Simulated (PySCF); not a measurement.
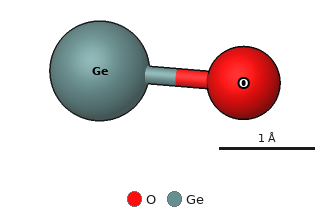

**Figure 1.** The structure (ball-and-stick view, seen at a tilt). Sticks mark near contacts.

# GeO: single-point calculation

System: GeO.
Method: CCSDTQ/STO-3G, RHF (PySCF 2.14.0).

The geometry comes from this level: GFN2-xTB.

The program's output
```
PySCF version 2.14.0

[INPUT] num. atoms = 2
[INPUT] num. electrons = 40
[INPUT] charge = 0
[INPUT] spin (= nelec alpha-beta = 2S) = 0
[INPUT] symmetry False subgroup None
[INPUT] Mole.unit = angstrom
[INPUT] Symbol           X                Y                Z      unit          X                Y                Z       unit  Magmom
[INPUT]  1 O      0.000000000000   0.000000000000   0.000000000000 AA    0.000000000000   0.000000000000   0.000000000000 Bohr   0.0
[INPUT]  2 Ge     0.000000000000   0.000000000000   1.576490000000 AA    0.000000000000   0.000000000000   2.979134338116 Bohr   0.0

nuclear repulsion = 85.9310024139195
number of shells = 11
number of NR pGTOs = 69
number of NR cGTOs = 23
basis = sto-3g
ecp = {}

******** <class 'pyscf.scf.hf.RHF'> ********
method = RHF
initial guess = minao
damping factor = 0
level_shift factor = 0
DIIS = <class 'pyscf.scf.diis.CDIIS'>
diis_start_cycle = 1
diis_space = 8
diis_damp = 0
SCF conv_tol = 1e-10
SCF conv_tol_grad = None
SCF max_cycles = 50
direct_scf = True
direct_scf_tol = 1e-13
Set gradient conv threshold to 1e-05
Initial guess from minao.
init E= -2122.80355961439
  HOMO = -0.536999860599264  LUMO = -0.1920835247076  gap/eV = 9.38565
cycle= 1 E= -2125.43050322605  delta_E= -2.63  |g|= 0.545  |ddm|= 1.99
  HOMO = -0.141209543523765  LUMO = 0.280724207783855  gap/eV = 11.48140
cycle= 2 E= -2125.31627615238  delta_E= 0.114  |g|= 0.919  |ddm|= 1.66
  HOMO = -0.268289620790884  LUMO = 0.238871636250794  gap/eV = 13.80056
cycle= 3 E= -2125.55811720151  delta_E= -0.242  |g|= 0.0494  |ddm|= 0.897
  HOMO = -0.282049608481938  LUMO = 0.241773078144336  gap/eV = 14.25394
cycle= 4 E= -2125.55922633345  delta_E= -0.00111  |g|= 0.0107  |ddm|= 0.084
  HOMO = -0.283569098581405  LUMO = 0.239358243506607  gap/eV = 14.22958
cycle= 5 E= -2125.55930592751  delta_E= -7.96e-05  |g|= 0.00361  |ddm|= 0.0299
  HOMO = -0.284186551920247  LUMO = 0.239672102032906  gap/eV = 14.25492
cycle= 6 E= -2125.55931131617  delta_E= -5.39e-06  |g|= 0.000973  |ddm|= 0.00522
  HOMO = -0.284366914775812  LUMO = 0.239681727485146  gap/eV = 14.26009
cycle= 7 E= -2125.55931223084  delta_E= -9.15e-07  |g|= 0.000156  |ddm|= 0.00396
  HOMO = -0.28439695589163  LUMO = 0.239699280540802  gap/eV = 14.26139
cycle= 8 E= -2125.55931224406  delta_E= -1.32e-08  |g|= 1.54e-05  |ddm|= 0.000435
  HOMO = -0.284396708236571  LUMO = 0.239697844558893  gap/eV = 14.26134
cycle= 9 E= -2125.55931224425  delta_E= -1.86e-10  |g|= 7.91e-06  |ddm|= 4.31e-05
  HOMO = -0.28439861022234  LUMO = 0.239698711060415  gap/eV = 14.26141
cycle= 10 E= -2125.55931224428  delta_E= -3.41e-11  |g|= 9.89e-07  |ddm|= 2.26e-05
  HOMO = -0.284398825111  LUMO = 0.239698799187124  gap/eV = 14.26142
Extra cycle  E= -2125.55931224429  delta_E= -1.36e-12  |g|= 9.17e-07  |ddm|= 2.25e-06
converged SCF energy = -2125.55931224429

******** <class 'pyscf.cc.rccsdtq.RCCSDTQ'> ********
RCCSDTQ nocc = 10, nmo = 13
Allocating only the i<=j<=k<=l part of the T4 amplitude in memory
frozen orbitals 10
max_cycle = 50
conv_tol = 1e-07
conv_tol_normt = 1e-06
diis with the T4 amplitude
diis_space = 6
diis_start_cycle = 0
diis_start_energy_diff = 1e+09
einsum_backend: numpy
_make_eris_incore_RCCSDTQ
blksize  4
Approximate memory usage estimate
    T4 memory                 452 KB
    R4 memory                 452 KB
    Symmetrized T4 memory    69.6 KB
    ERIs memory               223 KB
    T1-ERIs memory            223 KB
    Intermediates memory      127 KB
    Block workspace           324 KB
    T4 einsum buffer          324 KB
Init t2, MP2 energy = -2125.711970095515  E_corr(MP2) -0.152657851230
Init E_corr(RCCSDTQ) = -0.152657851229705
cycle =  1  E_corr(RCCSDTQ) = -0.109767185985  dE =  4.289066524469e-02  norm(d tamps) = 2.00629126e-01
cycle =  2  E_corr(RCCSDTQ) = -0.180977560985  dE = -7.121037500037e-02  norm(d tamps) = 2.11907057e-01
cycle =  3  E_corr(RCCSDTQ) = -0.149442818452  dE =  3.153474253328e-02  norm(d tamps) = 2.23425208e-01
cycle =  4  E_corr(RCCSDTQ) = -0.152530855699  dE = -3.088037247238e-03  norm(d tamps) = 1.34484443e-02
cycle =  5  E_corr(RCCSDTQ) = -0.152368844836  dE =  1.620108636693e-04  norm(d tamps) = 6.91405042e-03
cycle =  6  E_corr(RCCSDTQ) = -0.152827973929  dE = -4.591290930258e-04  norm(d tamps) = 3.15036998e-03
cycle =  7  E_corr(RCCSDTQ) = -0.152874651330  dE = -4.667740102948e-05  norm(d tamps) = 7.40801422e-04
cycle =  8  E_corr(RCCSDTQ) = -0.152846488444  dE =  2.816288600721e-05  norm(d tamps) = 2.88598056e-04
cycle =  9  E_corr(RCCSDTQ) = -0.152853754373  dE = -7.265928940070e-06  norm(d tamps) = 1.64720891e-04
cycle = 10  E_corr(RCCSDTQ) = -0.152858716192  dE = -4.961819720817e-06  norm(d tamps) = 6.79240853e-05
cycle = 11  E_corr(RCCSDTQ) = -0.152859013665  dE = -2.974722247417e-07  norm(d tamps) = 3.72146832e-05
cycle = 12  E_corr(RCCSDTQ) = -0.152857233274  dE =  1.780390120831e-06  norm(d tamps) = 1.91566455e-05
cycle = 13  E_corr(RCCSDTQ) = -0.152858421498  dE = -1.188223594628e-06  norm(d tamps) = 1.21429036e-05
cycle = 14  E_corr(RCCSDTQ) = -0.152858441019  dE = -1.952071490563e-08  norm(d tamps) = 4.45599365e-06
cycle = 15  E_corr(RCCSDTQ) = -0.152858408390  dE =  3.262857636854e-08  norm(d tamps) = 2.16603142e-06
cycle = 16  E_corr(RCCSDTQ) = -0.152858506877  dE = -9.848661214340e-08  norm(d tamps) = 1.41459673e-06
cycle = 17  E_corr(RCCSDTQ) = -0.152858563854  dE = -5.697767174739e-08  norm(d tamps) = 7.91262278e-07
```

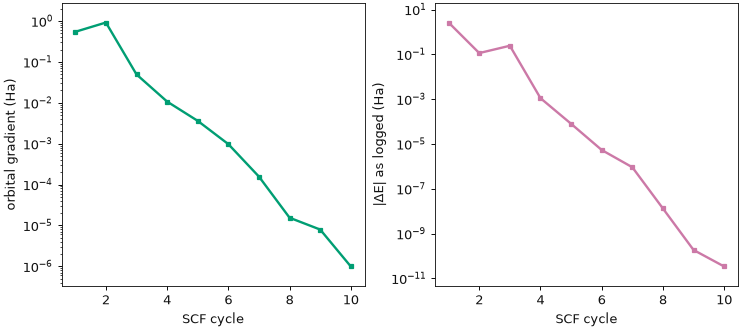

**Figure 2.** Convergence of the self-consistent field: orbital gradient and size of the energy change against the SCF cycle. The residual falls almost steadily, with no more than small rises.

```
RCCSDTQ converged
E(RCCSDTQ) = -2125.71217080814   E_corr = -0.1528585638544978
E_corr(same-spin) = -0.0322174313207224
E_corr(oppo-spin) = -0.120641132533775
Final energy -2125.71217080814
```

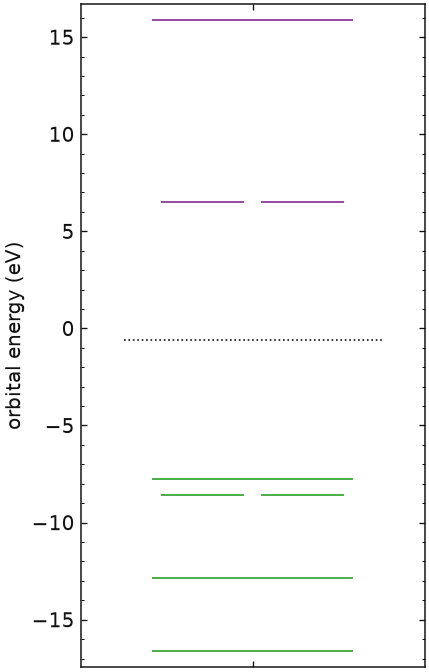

**Figure 3.** Orbital energies near the frontier (SCF reference); the dotted line parts filled from empty levels, and levels within 0.02 eV of each other stand side by side. Highest filled −7.74 eV, lowest empty 6.52 eV, 14.26 eV apart.

The run was set up as follows.

Input file (input.py)
```python
# GeO
from pyscf import gto, scf, cc

mol = gto.Mole()
mol.atom = [
    ('O', (0.000000, 0.000000, 0.000000)),
    ('Ge', (0.000000, 0.000000, 1.576490)),
]
mol.max_memory = 1860
mol.charge = 0
mol.verbose = 4
mol.basis = 'sto-3g'
mol.build()

calc0 = scf.RHF(mol)
calc0.conv_tol = 1e-10
calc0.kernel()
if not calc0.converged:
    calc0 = calc0.newton().run(calc0.mo_coeff, calc0.mo_occ)

mycc = cc.CCSDTQ(calc0, frozen=10)
mycc.kernel()
etot = mycc.e_tot
print('Final energy', etot)
```

Run as:
```bash
OMP_NUM_THREADS=1 python input.py
```

Summary

| quantity | value |
| --- | --- |
| outcome | converged |
| total energy | −2125.712171 hartree |
| SCF energy | −2125.559312 hartree |
| correlation energy | −0.152859 hartree |
| basis functions | 23 |
| T1 diagnostic | 0.020 |
| HOMO of the SCF reference | −7.74 eV |
| LUMO of the SCF reference | 6.52 eV |
| hardware | 1 thread of Intel Xeon (Sapphire Rapids), 16 GiB of memory available, shared host |
| wall time | 9.6 s |
| peak memory | 0.12 GiB |
